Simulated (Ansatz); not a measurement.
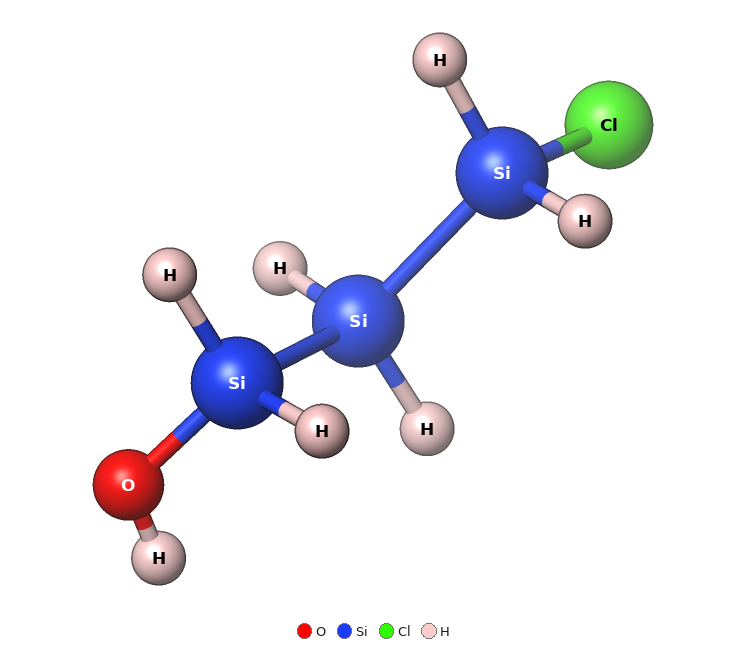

Orthographic view. Distant atoms are faded towards the background colour. Computed geometry: PBE-D4/def2-SVP optimisation. No frequency run is at hand to confirm it as a minimum.

Write the InChI string.

Answer. InChI=1S/ClH7OSi3/c1-3-5-4-2/h2H,3-5H2
